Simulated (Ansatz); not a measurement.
# WS2 (Tungstenite): spin-orbit coupling beyond the local functionals

How far does spin-orbit coupling move the gap of WS2 (Tungstenite)?

Method: density functionals with and without spin-orbit coupling, plane waves, PAW, in Ansatz 0.2.0.

### Step 1. The starting structure

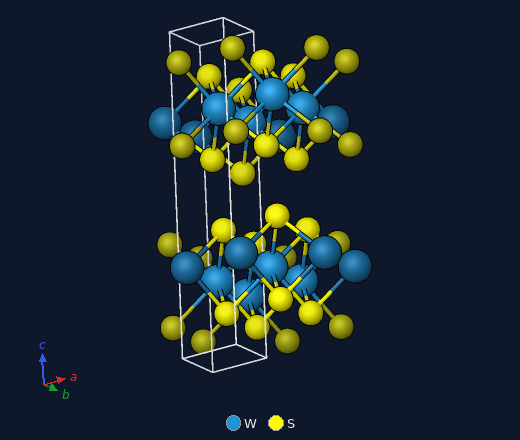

The starting structure, seen from a free direction (tungsten blue, sulfur yellow). 2×2×1 cells are drawn. Some periodic images of atoms are drawn too.

The cell and positions come from the Crystallography Open Database and are kept as given unless a step says otherwise. Spin-orbit coupling is left out unless a step names it. The default PAW set here is soft_2. Its files were made with PBE.

### Step 2. HSE06, 6×6×2 mesh

This step: DFT, HSE06, plane waves, PAW.

File input.yaml:

```yaml
crystal:
  lattice:
    - [3.1532, 0.0, 0.0]
    - [-1.5766, 2.7307513032, 0.0]
    - [0.0, 0.0, 12.323]
  atoms:
    - { symbol: W, position: [0.3333333333, 0.6666666667, 0.25] }
    - { symbol: W, position: [0.6666666667, 0.3333333333, 0.75] }
    - { symbol: S, position: [0.3333333333, 0.6666666667, 0.6225] }
    - { symbol: S, position: [0.6666666667, 0.3333333333, 0.1225] }
    - { symbol: S, position: [0.3333333333, 0.6666666667, 0.8775] }
    - { symbol: S, position: [0.6666666667, 0.3333333333, 0.3775] }
kpoints:
  mp_grid: { grid: [6, 6, 2] }
  band_path:
    path:
      - [0.0, 0.0, 0.0]
      - [0.5, 0.0, 0.0]
      - [0.33333333, 0.33333333, 0.0]
      - [0.0, 0.0, 0.5]
      - [0.5, 0.0, 0.5]
      - [0.33333333, 0.33333333, 0.5]
      - [0.1666666667, 0.1666666667, 0.0]
    npoints: 1
hamiltonian:
  xc: hse06
scf:
  occupations: { method: fixed }
  n_extra_bands: 6
output:
  eigenvalues: true
```

Run with:

```
> ansatz run input.yaml --threads 2 --pin off --max-ram 92160MiB --backend cuda --events-out ev --progress --plain --runs-dir out --devices 1 --max-vram 13GiB  # rebuilt from the run's record
```

Numbers of over 12 decimals in the logs are rounded to 6 here.

The log of the run:

```text
scf.n_extra_bands = 6 over 26 filled bands (N_el = 52.0): the run solves 32 bands
GPUs: using 1 of 1 available (devices: 1).
Engine: ansatz 0.2.0, x86_64-unknown-linux-gnu
Pseudopotentials: kind: paw
Pseudopotential: W, paw, valence charge 14, recommended cutoff 420 eV (normal), W.paw.azcp
Pseudopotential: S, paw, valence charge 6, recommended cutoff 420 eV (normal), S.paw.azcp
Functional definition: HSE06
  parameter a = 0.25
  parameter omega = 0.11/bohr
  exchange = pbe_x - a*pbe_x_sr(omega) + a*exact_x_sr(omega)
  correlation = pbe_c
davidson cushion auto → on  (no smearing: the cushion is to keep the highest requested band from converging to the state above it; pin scf.eigensolver.cushion to override)
device memory: the entry about to start is reckoned to put 1.1 GiB on a device that reports 62.3 GiB free (of which the cap on the GPU budget leaves the run 13.0 GiB)
GPU FFT provider: cuFFT
GPU libraries: cuBLAS 13.8.2, cuFFT 12.4.0, cuSOLVER 12.3.4
Crystal: 6 atoms, lattice volume = 106.108 Å³
Basis set: ecut = 420 eV, 2057 PW (Γ)
Bands: 32, of which v1, the nominal top of the filled ones, is band 26 counted from 1 (25 counted from 0)
Symmetry: 24 space group operations
Space group: P63/mmc (ITA 194), of the structure as read, at distance tolerance 4.7e-5 Å
k-points: 14 of 72
Non-local potential: W, projectors of the file, l = 0: 3, l = 1: 2, l = 2: 2, l = 3: 1
Non-local potential: S, projectors of the file, l = 0: 2, l = 1: 2, l = 2: 2
PAW form: soft (Blöchl's): semilocal exchange-correlation on the pseudo side does not see the compensation charge
PAW frozen core: W, regenerated for the run's functional, and the local potential with it (the file was generated under x = pbe(κ = 0.804, μ = 0.219515), c = pbe(β = 0.066725))
PAW frozen core: S, regenerated for the run's functional, and the local potential with it (the file was generated under x = pbe(κ = 0.804, μ = 0.219515), c = pbe(β = 0.066725))
PAW one-centre angular grid: W, 590 points (default); XC on 64 Gauss nodes
PAW one-centre angular grid: S, 110 points (default); XC on 64 Gauss nodes
Initial density: superposition of atomic densities (neutral atoms: chi_scale 0, normalization atom), corrected by the library's trained network
Initial wavefunctions: pseudopotential atomic-orbital guess
GPU buffer pool allocated for 51840 grid points (all kernels)
GPU transforms: local potential and band sums: pruned to the plane-wave sphere, on 24×24×90
Functional: x = pbe(κ = 0.804, μ = 0.219515), c = pbe(β = 0.066725), warm-up for x = pbe(κ = 0.804, μ = 0.219515) + 0.25 (exact − pbe) at short range (hse, ω = 0.207870 Å⁻¹), c = pbe(β = 0.066725); HSE06 as pw.x's `hse` composes it (authors' and Libxc's form: `xc: wpbeh`)
[...]
Frozen-core exchange: fock
SCF iter   1: F=—  HF=-24386.849042 eV  |F-HF|=—  |Δ(HF+E_count)|=         —  Δρ=4.94e-5  dr2=1.28e-6  ethr=1.75e-7  ⟨swp⟩=3.0  Hψ=1189  notcnv=0
preconditioner: auto → none  [insulator: Δε(μ)=1.501 eV  Ē_g=9.879 eV  n_scr=26 (ndim 8)  ℏωp=21.6 eV  f_vac=0.015]
iter 2 solved again at ethr=1.88e-10 eV; its pass at ethr=2.28e-9 eV (dr2=9.78e-8 eV) is discarded
SCF iter   2: F=—  HF=-24386.849042 eV  |F-HF|=—  |Δ(HF+E_count)|=   4.95e-7  Δρ=1.69e-5  dr2=1.67e-7  ethr=1.88e-10  ⟨swp⟩=2.1  Hψ=2308  notcnv=0
SCF iter   3: F=-24386.849043 eV  HF=-24386.849043 eV  |F-HF|=1.52e-8  |Δ(HF+E_count)|=   7.67e-7  Δρ=5.38e-6  dr2=2.66e-8  ethr=1.88e-10  ⟨swp⟩=4.2  Hψ=1355  notcnv=0
SCF 3 converged in 3 iterations: F = -24386.849043 eV  dr2 = 2.66e-8
[...]
hybrid outer 2: dexx = +1.140e-6 eV, tail = 6.33e-8 eV, Δε = 1.01e-3 eV (about 5.58e-5 eV left of the loop's levels)
device memory: the entry about to start is reckoned to put 0.6 GiB on a device that reports 65.8 GiB free (of which the cap on the GPU budget leaves the run 13.0 GiB)
NSCF: frozen V_eff on 7 k-points
hybrid SCF converged: 2 outer / 10 inner (+5 warm-up), last move |dexx| = 1.14e-6 eV, tail = 6.33e-8 eV
Stability not checked: this state was not tested for a lower state beside it, because the functional holds exact exchange (a hybrid, or Hartree-Fock), whose exchange loop this test does not read (fock_operator; see scf.lower_state_search)
Free energy (F): -24386.849043 eV
Frozen-core exchange: fock
Harris-Foulkes:  -24386.849043 eV  (|F-HF|=1.52e-8)
Internal energy: -24386.849043 eV  (E = F + TS)
E sigma→0 (E₀):  -24386.849043 eV
Fermi energy:    11.446487 eV
--- Per-component energies (eV) ---
  E_band       = -459.017785
  E_kinetic    = 1330.005354
  E_local      = -3477.816804  (includes V_loc(G=0)·N_el)
  E_nonlocal   = 115.954667
  E_hartree    = 1378.746904
  E_xc         = -738.446695
  E_vxc        = -662.593497  (∫ρ·V_xc dr)
  E_exx        = -126.766101  (= α·E_x^exact, valence–valence)
  E_paw        = -19587.542233  (= ΣΔE_a)
  E_vpaw       = -268.533915  (= ΣTr[D̂ρ^β])
  E_aug_tail   = -0.000122  (compensation charges beyond the density's cutoff)
  E_ewald      = -3274.764942
  E_core_change = -6.219070  (= ΣΔE_core)
  E_smearing   = -0.000000  (= −TS)
  E_closure    = -0.000000  (closes the sum)
  Σ components = -24386.849043   (vs F -24386.849043, Δ=0.00e0)
--- Band table (eV; the first three rows and the last of 14) ---
  k-point 0: bands = [... 22 lower, 9.0040, 9.6272, 10.1106, 11.4465, 14.4546, 14.4546, 14.4593, 14.4593, ... 2 higher]
  k-point 1: bands = [... 22 lower, 8.9730, 8.9730, 11.0778, 11.0778, 14.4405, 14.4405, 14.4405, 14.4405, ... 2 higher]
  k-point 2: bands = [... 22 lower, 8.7854, 9.6873, 10.0426, 10.5167, 13.6049, 14.0641, 14.3119, 14.3216, ... 2 higher]
  k-point 13: bands = [... 22 lower, 7.8677, 7.8677, 10.7592, 10.7592, 13.2163, 13.2163, 14.7602, 14.7602, ... 2 higher]
```

Run time: 15 s. Hardware: 1 × NVIDIA H100 80GB HBM3 (shared by 6 runs) with 2 threads of AMD EPYC 7R13 (Zen 3), shared host; peak memory 1.3 GiB.

In the SCF lines HF is the Harris–Foulkes energy and dr2 the Hartree energy of the density residual, in eV; the loop may stop once dr2 is under the threshold and the program's other checks hold. Hψ counts applications of the Hamiltonian.

Numbers from this step:

| Property | Result |
| --- | --- |
| gap | 1.501 eV |
| valence top at | Γ |
| conduction bottom at | k = (0.167, 0.167, 0.000) |
| least direct gap | 2.335 eV |
| exact-exchange fraction | 0.25 |

The gap is indirect, with the least direct gap 0.83 eV higher.

### Step 3. HSE06+SOC, 6×6×2 mesh

Spin-orbit coupling can split or shift the edges; a non-collinear run measures by how much.

This step: DFT, HSE06 with spin-orbit coupling, plane waves, PAW.

input.yaml, as its differences from that of step 2:

```diff
@@ -27,5 +27,12 @@
 scf:
-  occupations: { method: fixed }
-  n_extra_bands: 6
+  occupations: { method: fermi_dirac, width: 0.02 }
+  n_extra_bands: 12
+magnetization:
+  noncollinear: true
+  spin_orbit: true
 output:
   eigenvalues: true
+  write_density: true
+  write_potential: true
+  elf: true
+  volumetric_format: npy
```

The log of the run:

```text
[...]
GPUs: using 1 of 1 available (devices: 1).
[...]
non-collinear run that drives no moment, with spin-orbit: no starting moment large enough to seed its density (crystal.atoms[].spin), no starting occupations that ask for one, no magnetisation constraint and no magnetic field, so the semilocal B_xc is pinned to zero
[...]
GPU FFT provider: cuFFT
GPU libraries: cuBLAS 13.8.2, cuFFT 12.4.0, cuSOLVER 12.3.4
Crystal: 6 atoms, lattice volume = 106.108 Å³
Basis set: ecut = 420 eV, 2057 PW (Γ)
Bands: 64, of which v1, the nominal top of the filled ones, is band 52 counted from 1 (51 counted from 0)
Symmetry: 24 space group operations + 24 with time reversal
[...]
k-points: 14 of 72
Projection manifold: j_resolved (fully-relativistic pseudo-atomic orbitals)
[...]
GPU buffer pool allocated for 51840 grid points (all kernels)
[...]
SCF iter   1: F=—  HF=-24432.723868 eV  |F-HF|=—  |Δ(HF+E_count)|=         —  Δρ=4.23e-2  dr2=2.85e0  dr2_m=0.00e0 (ungated)  ethr=1.00e-1  |M|=0.00e0 ∫|m|=0.00e0 μB  |m|>n=0.0e0 m-floor=0.0e0 τ_xc=0.0e0  β_m=0.30  ⟨swp⟩=3.6  Hψ=3270  notcnv=0
[...]
SCF iter   6: F=-24431.941328 eV  HF=-24431.941351 eV  |F-HF|=2.30e-5  |Δ(HF+E_count)|=   1.01e-4  Δρ=2.69e-4  dr2=5.53e-5  dr2_m=0.00e0 (ungated)  ethr=6.29e-7  |M|=0.00e0 ∫|m|=0.00e0 μB  |m|>n=0.0e0 m-floor=0.0e0 τ_xc=0.0e0  ⟨swp⟩=4.6  Hψ=2433  notcnv=0  defer=2
SCF 1 stopped early in 6 iterations: F = -24431.941328 eV  dr2 = 5.53e-5
[...]
GPU FFT provider: cuFFT
GPU libraries: cuBLAS 13.8.2, cuFFT 12.4.0, cuSOLVER 12.3.4
Projection manifold: j_resolved (fully-relativistic pseudo-atomic orbitals)
[...]
GPU buffer pool allocated for 51840 grid points (all kernels)
[...]
Frozen-core exchange: fock
SCF iter   1: F=—  HF=-24398.816177 eV  |F-HF|=—  |Δ(HF+E_count)|=         —  Δρ=6.91e-3  dr2=8.68e-2  dr2_m=0.00e0 (ungated)  ethr=1.06e-6  |M|=0.00e0 ∫|m|=0.00e0 μB  |m|>n=0.0e0 m-floor=0.0e0 τ_xc=0.0e0  β_m=0.30  ⟨swp⟩=7.2  Hψ=4555  notcnv=0
[...]
SCF iter   6: F=-24398.804346 eV  HF=-24398.804351 eV  |F-HF|=4.56e-6  |Δ(HF+E_count)|=   7.62e-6  Δρ=4.48e-5  dr2=5.68e-6  dr2_m=0.00e0 (ungated)  ethr=3.45e-8  |M|=0.00e0 ∫|m|=0.00e0 μB  |m|>n=0.0e0 m-floor=0.0e0 τ_xc=0.0e0  ⟨swp⟩=3.0  Hψ=2098  notcnv=0
SCF 2 stopped early in 6 iterations: F = -24398.804346 eV  dr2 = 5.68e-6
hybrid outer 1: dexx = +1.585e-2 eV, tail = 3.28e-5 eV
GPU FFT provider: cuFFT
GPU libraries: cuBLAS 13.8.2, cuFFT 12.4.0, cuSOLVER 12.3.4
Projection manifold: j_resolved (fully-relativistic pseudo-atomic orbitals)
GPU buffer pool allocated for 51840 grid points (all kernels)
[...]
Frozen-core exchange: fock
SCF iter   1: F=—  HF=-24398.804331 eV  |F-HF|=—  |Δ(HF+E_count)|=         —  Δρ=6.87e-5  dr2=7.77e-6  dr2_m=0.00e0 (ungated)  ethr=3.16e-7  |M|=0.00e0 ∫|m|=0.00e0 μB  |m|>n=0.0e0 m-floor=0.0e0 τ_xc=0.0e0  β_m=0.30  ⟨swp⟩=4.6  Hψ=2170  notcnv=0
[...]
SCF iter   4: F=-24398.804330 eV  HF=-24398.804330 eV  |F-HF|=5.87e-8  |Δ(HF+E_count)|=   1.14e-7  Δρ=4.66e-6  dr2=6.95e-8  dr2_m=0.00e0 (ungated)  ethr=1.14e-9  |M|=0.00e0 ∫|m|=0.00e0 μB  |m|>n=0.0e0 m-floor=0.0e0 τ_xc=0.0e0  ⟨swp⟩=2.9  Hψ=1690  notcnv=0
SCF 3 converged in 4 iterations: F = -24398.804330 eV  dr2 = 6.95e-8
[...]
NSCF: frozen V_eff on 7 k-points
[...]
Magnetization: |M| = 0.0000 μB,  M = (+0.0000, +0.0000, +0.0000) μB
Absolute magnetization: 0.0000 μB (∫|m|)
  site 0: m = (+0.0000, +0.0000, +0.0000) μB, |m| = 0.0000 μB  (R = 0.99 Å)
  site 1: m = (+0.0000, +0.0000, +0.0000) μB, |m| = 0.0000 μB  (R = 0.99 Å)
  site 2: m = (+0.0000, +0.0000, +0.0000) μB, |m| = 0.0000 μB  (R = 0.99 Å)
  site 3: m = (+0.0000, +0.0000, +0.0000) μB, |m| = 0.0000 μB  (R = 0.99 Å)
  site 4: m = (+0.0000, +0.0000, +0.0000) μB, |m| = 0.0000 μB  (R = 0.99 Å)
  site 5: m = (+0.0000, +0.0000, +0.0000) μB, |m| = 0.0000 μB  (R = 0.99 Å)
Free energy (F): -24398.804330 eV
Frozen-core exchange: fock
[...]
Internal energy: -24398.804330 eV  (E = F + TS)
E sigma→0 (E₀):  -24398.804330 eV
Fermi energy:    12.179669 eV
[...]
--- Band table (eV; the first three rows and the last of 14) ---
  k-point 0: bands = [... 48 lower, 10.1637, 10.1637, 11.4739, 11.4739, 14.2893, 14.2893, 14.3617, 14.3617, ... 8 higher]
  k-point 1: bands = [... 48 lower, 11.1049, 11.1049, 11.1049, 11.1049, 14.3609, 14.3609, 14.3609, 14.3609, ... 8 higher]
  k-point 2: bands = [... 48 lower, 10.0726, 10.0726, 10.5408, 10.5408, 13.5665, 13.5665, 14.0297, 14.0297, ... 8 higher]
  k-point 13: bands = [... 48 lower, 10.5261, 10.5261, 11.0174, 11.0174, 13.1895, 13.1895, 13.1993, 13.1993, ... 8 higher]
```

Elapsed: 66 s, on 1 × NVIDIA H100 80GB HBM3 (shared by 6 runs) with 2 threads; peak memory 2.1 GiB.

Numbers from this step:

| Item | Value |
| --- | --- |
| gap | 1.447 eV |
| valence top at | Γ |
| conduction bottom at | k = (0.167, 0.167, 0.000) |
| least direct gap | 2.126 eV |
| exact-exchange fraction | 0.25 |

The gap stands −0.05 eV against HSE06.

### Step 4. Together

Times are wall times on 1 × NVIDIA H100 80GB HBM3 (shared by 6 runs) with 2 threads of AMD EPYC 7R13 (Zen 3), shared host, good to a factor of about two.

```
level  gap (eV)  with coupling (eV)  change (eV)  time  with coupling
HSE06      1.50                1.45        −0.05  15 s           66 s
```

### Step 5. Outcome

```yaml
hse06: 1.50 eV
hse06_soc: 1.45 eV
```

What this shows: Spin-orbit coupling changes the gap by −0.05 eV and the least direct gap by −0.21 eV.

[Paths, hosts, dates, memory and timing lines, banners, echoed tables and standing remarks are left out of the program output.]

[Logs are printed without paths, hosts, clocks, repeated set-up lines and the standing remarks that a program may print on its own settings, such as how far it seeks lower states.]

[Runs of the session that timed out or met a known fault of the program may be left out.]

[Cells called generated may have been cut or substituted from an entry of the Crystallography Open Database or the Materials Project.]

[Hosts, paths, dates, database ids (printed as entryN), source tags and the programs' standing remarks are cut or masked in the printed files.]
